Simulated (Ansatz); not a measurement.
# Geometry relaxation, with input and output: CH9AsSi (part 2 of 2)

CH9AsSi; RKS PBE0-D4/def2-TZVP (Ansatz 0.2.0). The geometry is a transition state displaced along its imaginary mode. The reaction was set up to form Si1–As7 and C2–H6 and to break Si1–C2 and H6–As7 (atoms counted from 1 in the order of the input); sticks are drawn by distance alone.

Geometry of the input (Å):
```
Si -1.2162  0.0808  -0.0398
C  0.3548  1.2712  0.2307
H  -1.4700  -0.4017  -1.4796
H  -1.6644  -0.9208  1.0697
H  -2.1082  1.2410  0.1148
H  0.4357  -0.3441  -0.1179
As 0.6831  -2.0907  -0.3507
H  0.0652  1.6517  1.2227
H  1.4667  1.0512  0.2489
H  0.1613  1.9247  -0.5640
H  1.5189  -1.9350  0.9184
H  1.7734  -1.5283  -1.2532
```

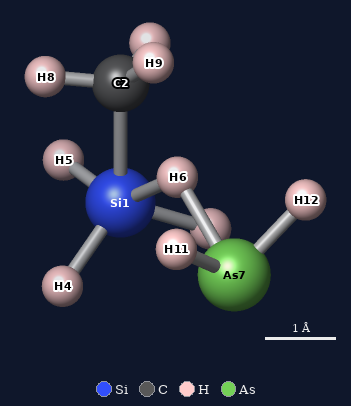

Figure 1. The geometry at step 1 of the log (ball-and-stick view, seen at a tilt; atoms are numbered from 1 in the order of the input).

Output, continued:
```
relax step  45: F+E_penalty+E_count = -69890.85913506 eV  Δ(F+E_penalty+E_count) = -9.312e-5 eV  max|allowed force component| = 2.622e-2 eV/Å  Δτ_max = 0.0239 Å  (29 SCF iters, accepted)
relax step  46: F+E_penalty+E_count = -69890.85923863 eV  Δ(F+E_penalty+E_count) = -1.036e-4 eV  max|allowed force component| = 2.839e-2 eV/Å  Δτ_max = 0.0651 Å  (28 SCF iters, accepted)
relax step  47: F+E_penalty+E_count = -69890.85928222 eV  Δ(F+E_penalty+E_count) = -4.359e-5 eV  max|allowed force component| = 2.032e-2 eV/Å  Δτ_max = 0.0050 Å  (30 SCF iters, accepted)
relax step  48: F+E_penalty+E_count = -69890.85932134 eV  Δ(F+E_penalty+E_count) = -3.912e-5 eV  max|allowed force component| = 6.887e-3 eV/Å  Δτ_max = 0.0147 Å  (29 SCF iters, accepted)
relax step  49: F+E_penalty+E_count = -69890.85935209 eV  Δ(F+E_penalty+E_count) = -3.076e-5 eV  max|allowed force component| = 3.747e-3 eV/Å  Δτ_max = 0.0296 Å  (28 SCF iters, accepted)
relax step  50: F+E_penalty+E_count = -69890.85935588 eV  Δ(F+E_penalty+E_count) = -3.786e-6 eV  max|allowed force component| = 1.385e-2 eV/Å  Δτ_max = 0.0326 Å  (28 SCF iters, accepted)
relax step  51: F+E_penalty+E_count = -69890.85936932 eV  Δ(F+E_penalty+E_count) = -1.344e-5 eV  max|allowed force component| = 5.917e-3 eV/Å  Δτ_max = 0.0042 Å  (30 SCF iters, accepted)
the calculation of the forces begins
reference -69890.68819856 eV, -2568.4354176871 hartree; 31, 31 occupied and 139, 139 virtual orbitals, 1267 factors
relax step  52: F+E_penalty+E_count = -69890.85937488 eV  Δ(F+E_penalty+E_count) = -5.559e-6 eV  max|allowed force component| = 1.011e-3 eV/Å  Δτ_max = 0.0037 Å  (30 SCF iters, accepted)
1267 factors; their error is unknown
mean field evaluation 384: about -69883.6317 eV, gradient 5.0e1 eV
mean field -69890.68816342 eV, -2568.4354163957 hartree, gradient 1.3e-5 eV, S^2 0.000000; 1 other end points of the search recorded, 0 dependent functions left out
the calculation of the forces begins
reference -69890.68819856 eV, -2568.4354176871 hartree; 31, 31 occupied and 139, 139 virtual orbitals, 1267 factors
Total energy: -69890.85941002 eV, -2568.4417095923 hartree
Atom 0 at    -1.457098     0.566395     0.133196 Å, force     0.000416     0.000130     0.000322 eV/Å
Atom 1 at     0.168041     1.489886     0.183893 Å, force    -0.000259    -0.000082    -0.000555 eV/Å
Atom 2 at    -1.666290    -0.064512    -1.198605 Å, force    -0.000171     0.000082    -0.000212 eV/Å
Atom 3 at    -1.491068    -0.506567     1.163896 Å, force     0.000217     0.000043    -0.000205 eV/Å
Atom 4 at    -2.594633     1.491490     0.390063 Å, force     0.000044    -0.000122     0.000188 eV/Å
Atom 5 at     0.369420    -1.961699    -1.098465 Å, force    -0.000552     0.000546    -0.000071 eV/Å
Atom 6 at     1.518596    -2.623727    -0.352593 Å, force     0.000859    -0.000682     0.001011 eV/Å
Atom 7 at     0.322107     1.949102     1.162869 Å, force     0.000115     0.000093     0.000002 eV/Å
Atom 8 at     1.002266     0.812503    -0.010531 Å, force     0.000020     0.000036     0.000014 eV/Å
Atom 9 at     0.187213     2.280821    -0.569126 Å, force    -0.000038     0.000011     0.000053 eV/Å
Atom 10 at     1.155495    -1.916358     0.944730 Å, force    -0.000527    -0.000743    -0.000568 eV/Å
Atom 11 at     2.486149    -1.517332    -0.749227 Å, force    -0.000125     0.000689     0.000021 eV/Å
Dipole moment:     0.139351     0.132017     0.007087 e Å
```

Trajectory as extended XYZ (Å, eV, eV/Å), 9 of the 52 frames kept, from step=1 to step=52:
```
12
Properties=species:S:1:pos:R:3:forces:R:3 step=1 energy=-69888.67374
Si   -1.2162    0.0808   -0.0398   -0.5896  -0.1633  -0.0884
C     0.3548    1.2712    0.2307    0.6297  -1.0750   1.5422
H    -1.4700   -0.4017   -1.4796    0.2127   0.2675   0.8702
H    -1.6644   -0.9208    1.0697    0.5763   0.7489  -0.8219
H    -2.1082    1.2410    0.1148   -0.6494   0.3472   0.0916
H     0.4357   -0.3441   -0.1179    0.7500  -2.4149  -0.2144
As    0.6831   -2.0907   -0.3507    0.1236   0.8857   0.1317
H     0.0652    1.6517    1.2227    0.1815   0.3512  -0.3676
H     1.4667    1.0512    0.2489   -1.3507  -0.0911  -0.0358
H     0.1613    1.9247   -0.5640   -0.2636   1.4919  -1.0054
H     1.5189   -1.9350    0.9184    0.1501  -0.1364  -0.0847
H     1.7734   -1.5283   -1.2532    0.2294  -0.2116  -0.0173
12
Properties=species:S:1:pos:R:3:forces:R:3 step=7 energy=-69890.83221
Si   -1.5309    0.6189    0.0265   -0.0016   0.0364  -0.0360
C     0.0195    1.6383    0.2861   -0.1144   0.0161  -0.0570
H    -1.5265   -0.0107   -1.3241    0.0072   0.0122   0.0286
H    -1.6435   -0.4674    1.0393    0.0211   0.0295  -0.0050
H    -2.7398    1.4785    0.1291   -0.0279   0.0080   0.0111
H     0.6516   -1.3493   -0.2773   -0.0357   0.0025   0.0049
As    1.2680   -2.7287   -0.4257    0.0621   0.0103   0.0048
H     0.0259    2.0968    1.2769   -0.0005   0.0052  -0.0016
H     0.9030    1.0086    0.1937    0.1186  -0.0342   0.0132
H     0.0900    2.4326   -0.4631   -0.0203  -0.0401   0.0535
H     2.0978   -2.5434    0.8387   -0.0101  -0.0131  -0.0202
H     2.3852   -2.1741   -1.3000    0.0016  -0.0327   0.0038
12
Properties=species:S:1:pos:R:3:forces:R:3 step=14 energy=-69890.83808 accepted=F
Si   -1.5477    0.6630    0.0483    0.0113   0.0023  -0.0099
C     0.0416    1.6192    0.2957   -0.0310  -0.0208  -0.0164
H    -1.5806    0.0404   -1.3042    0.0009   0.0033   0.0111
H    -1.6781   -0.4224    1.0588    0.0055   0.0059  -0.0021
H    -2.7291    1.5592    0.1735   -0.0029   0.0029   0.0032
H     0.4052   -1.7511   -0.5397    0.2481  -0.2382   0.0194
As    1.4772   -2.8510   -0.4126   -0.0732   0.3825   0.1704
H     0.0711    2.0766    1.2870    0.0040  -0.0029  -0.0031
H     0.9038    0.9565    0.1974    0.0208  -0.0001   0.0083
H     0.1345    2.4123   -0.4497    0.0012  -0.0018   0.0092
H     2.0226   -2.2462    0.8912   -0.1151  -0.1038  -0.2110
H     2.4795   -2.0565   -1.2456   -0.0697  -0.0292   0.0209
12
Properties=species:S:1:pos:R:3:forces:R:3 step=20 energy=-69890.84496
Si   -1.5276    0.6410    0.0462   -0.0090   0.0076   0.0021
C     0.0607    1.5971    0.2932   -0.0042  -0.0113  -0.0041
H    -1.5631    0.0181   -1.3053    0.0005  -0.0023   0.0019
H    -1.6573   -0.4425    1.0586    0.0046   0.0001  -0.0029
H    -2.7098    1.5369    0.1731    0.0076   0.0001   0.0002
H     0.3623   -1.7566   -0.5618    0.0682  -0.0479   0.0316
As    1.4561   -2.8072   -0.3976    0.0269   0.0881   0.0187
H     0.0865    2.0567    1.2836    0.0037  -0.0040   0.0014
H     0.9256    0.9363    0.1999   -0.0009   0.0084   0.0020
H     0.1542    2.3904   -0.4518    0.0039  -0.0053   0.0009
H     1.9727   -2.1760    0.8914   -0.0726  -0.0129  -0.0332
H     2.4399   -1.9943   -1.2296   -0.0287  -0.0204  -0.0185
12
Properties=species:S:1:pos:R:3:forces:R:3 step=27 energy=-69890.85607
Si   -1.4691    0.5850    0.0643    0.0007  -0.0002  -0.0017
C     0.1483    1.4981    0.2814   -0.0003  -0.0031  -0.0035
H    -1.5508   -0.0306   -1.2886   -0.0025   0.0018   0.0013
H    -1.6063   -0.4990    1.0748    0.0017   0.0000  -0.0008
H    -2.6226    1.5130    0.2199    0.0025  -0.0006   0.0024
H     0.2110   -2.0442   -0.7824    0.0572  -0.0391   0.0327
As    1.5257   -2.6598   -0.3133   -0.0520   0.0976   0.0099
H     0.2114    1.9442    1.2764    0.0010  -0.0021  -0.0021
H     0.9935    0.8175    0.1572   -0.0019   0.0040   0.0004
H     0.2428    2.2980   -0.4563    0.0010  -0.0006   0.0008
H     1.5802   -1.7494    0.9094   -0.0146  -0.0433  -0.0416
H     2.3361   -1.6728   -1.1427    0.0071  -0.0145   0.0020
12
Properties=species:S:1:pos:R:3:forces:R:3 step=33 energy=-69890.85769
Si   -1.4550    0.5772    0.0690   -0.0024  -0.0021  -0.0015
C     0.1667    1.4889    0.2573    0.0039   0.0048   0.0043
H    -1.5715   -0.0226   -1.2885   -0.0003   0.0026   0.0038
H    -1.5678   -0.5182    1.0704    0.0016   0.0014  -0.0021
H    -2.6034    1.5041    0.2650    0.0031  -0.0029   0.0008
H     0.2120   -2.1200   -0.8311    0.0080  -0.0051   0.0090
As    1.5467   -2.6302   -0.3070    0.0095   0.0603   0.0032
H     0.2557    1.9167    1.2586   -0.0005  -0.0012  -0.0075
H     1.0100    0.8132    0.0988   -0.0048   0.0022  -0.0019
H     0.2396    2.3028   -0.4675    0.0004  -0.0041   0.0022
H     1.4533   -1.7592    0.9401   -0.0043  -0.0265  -0.0296
H     2.3139   -1.5528   -1.0651   -0.0142  -0.0292   0.0195
12
Properties=species:S:1:pos:R:3:forces:R:3 step=39 energy=-69890.85867
Si   -1.4479    0.5726    0.0853    0.0034   0.0023   0.0009
C     0.1750    1.4919    0.2213   -0.0041  -0.0026  -0.0036
H    -1.6088   -0.0185   -1.2712   -0.0004  -0.0006   0.0011
H    -1.5196   -0.5297    1.0825    0.0000   0.0009   0.0007
H    -2.5935    1.4917    0.3279    0.0001   0.0001  -0.0002
H     0.2450   -2.1081   -0.9116   -0.0011  -0.0007  -0.0011
As    1.5525   -2.6202   -0.3259    0.0056   0.0193  -0.0004
H     0.2947    1.9221    1.2180   -0.0002  -0.0002   0.0003
H     1.0148    0.8188    0.0365    0.0014  -0.0005   0.0009
H     0.2216    2.3043   -0.5073   -0.0009   0.0001   0.0009
H     1.3288   -1.8617    0.9749    0.0022  -0.0041  -0.0095
H     2.3377   -1.4631   -0.9303   -0.0059  -0.0140   0.0100
12
Properties=species:S:1:pos:R:3:forces:R:3 step=46 energy=-69890.85924
Si   -1.4564    0.5685    0.1204   -0.0004  -0.0019  -0.0010
C     0.1710    1.4863    0.1940   -0.0001   0.0028   0.0029
H    -1.6518   -0.0577   -1.2158    0.0003   0.0012   0.0018
H    -1.5066   -0.5074    1.1475    0.0006   0.0009  -0.0013
H    -2.5937    1.4970    0.3661    0.0001  -0.0005   0.0005
H     0.3281   -1.9976   -1.0469    0.0284  -0.0124   0.0169
As    1.5321   -2.6188   -0.3502   -0.0122   0.0260  -0.0249
H     0.3147    1.9409    1.1768    0.0000  -0.0008  -0.0027
H     1.0054    0.8071    0.0067   -0.0002  -0.0003  -0.0005
H     0.2018    2.2806   -0.5552   -0.0002  -0.0010   0.0001
H     1.2087   -1.9121    0.9580    0.0005   0.0030  -0.0024
H     2.4469   -1.4868   -0.8014   -0.0168  -0.0171   0.0106
12
Properties=species:S:1:pos:R:3:forces:R:3 step=52 energy=-69890.85938
Si   -1.4571    0.5664    0.1332    0.0004   0.0001   0.0003
C     0.1680    1.4899    0.1839   -0.0003  -0.0001  -0.0006
H    -1.6663   -0.0645   -1.1986   -0.0002   0.0001  -0.0002
H    -1.4911   -0.5066    1.1639    0.0002   0.0000  -0.0002
H    -2.5946    1.4915    0.3901    0.0000  -0.0001   0.0002
H     0.3694   -1.9617   -1.0985   -0.0006   0.0005  -0.0001
As    1.5186   -2.6237   -0.3526    0.0009  -0.0007   0.0010
H     0.3221    1.9491    1.1629    0.0001   0.0001   0.0000
H     1.0023    0.8125   -0.0105    0.0000   0.0000   0.0000
H     0.1872    2.2808   -0.5691    0.0000   0.0000   0.0001
H     1.1555   -1.9164    0.9447   -0.0005  -0.0007  -0.0006
H     2.4861   -1.5173   -0.7492   -0.0001   0.0007   0.0000
```

Summary:

| quantity | value |
| --- | --- |
| outcome | converged |
| total energy | −69890.8594 eV |
| mean-field energy | −69890.6882 eV |
| dispersion energy | −0.1712 eV |
| SCF solution under orbital rotations | stable |
| largest force (length of the vector) at the end | 0.001 eV/Å |
| dipole moment | 0.92 D |
| hardware | 4 threads of Intel Xeon @ 2.50GHz, 180 GiB of memory available, shared host |
| wall time | 3.9 min (CPU time 14 min) |
| peak memory | 0.46 GiB |
